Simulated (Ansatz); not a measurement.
# H2P− (phosphanide) at B3LYP/6-31G(d) (Cartesian functions)

What is the vertical singlet–triplet gap of H2P− (phosphanide) at B3LYP/6-31G* (Cartesian functions)? 

Program for the calculation: Ansatz 0.2.0.

**1. The structure to begin with**

H2P− has 3 atoms, charge -1, and is taken as a singlet. SMILES: `[PH2-]`. The shape comes from GFN2-xTB, which is rough for such elements, and wasn't checked as a minimum.

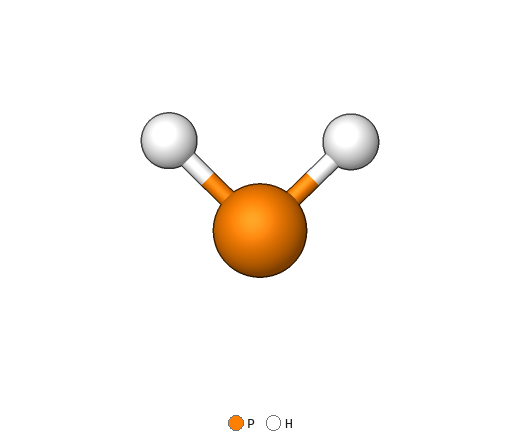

The structure, seen from a chosen angle (phosphorus orange, hydrogen white).

**2. A single-point energy at B3LYP/6-31G(d) (Cartesian functions)**

The input, input.yaml:

```yaml
crystal:
  periodic: [false, false, false]
  atoms:
    - {symbol: P, position_ang: [0.498920, -0.293580, 0.245050]}
    - {symbol: H, position_ang: [0.105590, 0.990220, 0.165130]}
    - {symbol: H, position_ang: [-0.604500, -0.696650, -0.410180]}
basis:
  gaussian:
    orbitals: "6-31G*"
total_charge: -1
hamiltonian:
  xc: {name: B3LYP}
accuracy: high
output:
  orbitals: {seedname: orbitals}
```

Run with:

```console
$ ansatz run input.yaml --threads 1 --pin off --max-ram 2610MiB --events-out events.jsonl --progress --plain --runs-dir runs
```

Output:

```text
Warning: RAYON_NUM_THREADS=1 ignored (pool sized by the plan → 1); use --threads N
Functional definition: B3LYP
  name "B3LYP"
  parameter a0 = 0.2
  parameter ax = 0.72
  parameter ac = 0.81
  exchange = (1 - a0 - ax)*slater_x + ax*b88_x + a0*exact_x
  correlation = (1 - ac)*vwn_rpa_c + ac*lyp_c
387 factors; integrals over basis functions are off by at most 3.4e-9 eV
mean field evaluation 1: about -9320.4102 eV, gradient 4.1e0 eV
mean field evaluation 2: about -9320.4407 eV, gradient 2.1e0 eV
mean field evaluation 4: about -9320.4543 eV, gradient 1.2e-1 eV
mean field evaluation 8: about -9320.4472 eV, gradient 1.1e-3 eV
mean field evaluation 16: about -9320.4472 eV, gradient 1.2e-8 eV
mean field -9320.44717784 eV, -342.5201161597 hartree, gradient 1.2e-8 eV, S^2 0.000000; 0 other end points of the search recorded, 0 dependent functions left out
reference -9320.44720280 eV, -342.5201170768 hartree; 9, 9 occupied and 14, 14 virtual orbitals, 387 factors
Total energy: -9320.44720280 eV, -342.5201170768 hartree
```

It took 1.1 s on 1 thread of Arm Neoverse N1, shared host; peak memory 0.092 GiB.

**3. The triplet at the same level**

The input, molecule.yaml:

```yaml
crystal:
  periodic: [false, false, false]
  atoms:
    - symbol: P
      position_ang: [0.498920, -0.293580, 0.245050]
    - symbol: H
      position_ang: [0.105590, 0.990220, 0.165130]
    - symbol: H
      position_ang: [-0.604500, -0.696650, -0.410180]
basis:
  gaussian: {orbitals: "6-31G*"}
total_charge: -1
magnetization: {spin_polarized: true, initial_magnetization: 2}
hamiltonian: {xc: {name: B3LYP}}
accuracy: high
output: {orbitals: {seedname: orbitals}}
```

Run with:

```console
$ ansatz run molecule.yaml --threads 1 --pin off --max-ram 2610MiB --events-out events.jsonl --progress --plain --runs-dir runs
```

Output:

```text
Warning: RAYON_NUM_THREADS=1 ignored (pool sized by the plan → 1); use --threads N
Functional definition: B3LYP
  name "B3LYP"
  parameter a0 = 0.2
  parameter ax = 0.72
  parameter ac = 0.81
  exchange = (1 - a0 - ax)*slater_x + ax*b88_x + a0*exact_x
  correlation = (1 - ac)*vwn_rpa_c + ac*lyp_c
387 factors; integrals over basis functions are off by at most 3.4e-9 eV
mean field evaluation 1: about -9315.8600 eV, gradient 6.4e0 eV
mean field evaluation 2: about -9316.0267 eV, gradient 3.9e0 eV
mean field evaluation 4: about -9316.1189 eV, gradient 5.2e-1 eV
mean field evaluation 8: about -9316.2182 eV, gradient 1.3e-2 eV
mean field evaluation 16: about -9316.2182 eV, gradient 4.6e-7 eV
mean field -9316.21819645 eV, -342.3647039600 hartree, gradient 3.9e-8 eV, S^2 2.002710; 0 other end points of the search recorded, 0 dependent functions left out
reference -9316.21822226 eV, -342.3647049085 hartree; 10, 8 occupied and 13, 15 virtual orbitals, 387 factors
Total energy: -9316.21822226 eV, -342.3647049085 hartree
```

It took 2.3 s on 1 thread of Arm Neoverse N1, shared host; peak memory 0.11 GiB.

**4. Outcome**

Level: B3LYP/6-31G* (Cartesian functions).

| quantity | value |
| --- | --- |
| singlet: total energy | -342.52012 Eh |
| singlet: HOMO energy | 2.17 eV |
| singlet: LUMO energy | 8.10 eV |
| singlet: HOMO–LUMO gap | 5.93 eV |
| triplet: total energy | -342.36470 Eh |
| triplet: HOMO energy (highest over α and β) | 6.16 eV |
| triplet: ⟨S²⟩ | 2.003 |
| vertical energy of the triplet above the singlet | 4.229 eV |

**Reading.** The triplet holds its last electron at positive energy: it is probably unbound, and the gap below is then set by the finite basis. At this shape the triplet lies 4.23 eV (408 kJ/mol) above the singlet. For an anion a state so high probably lies above electron detachment. The HOMO of this anion lies above zero, so its frontier levels hang on the basis. The HOMO (singlet) lies at positive energy, 2.17 eV: either the electron is unbound or self-interaction and a compact basis push the level up; values depend on the basis. The HOMO (triplet) lies at positive energy, 6.16 eV: either the electron is unbound or self-interaction and a compact basis push the level up; values depend on the basis.
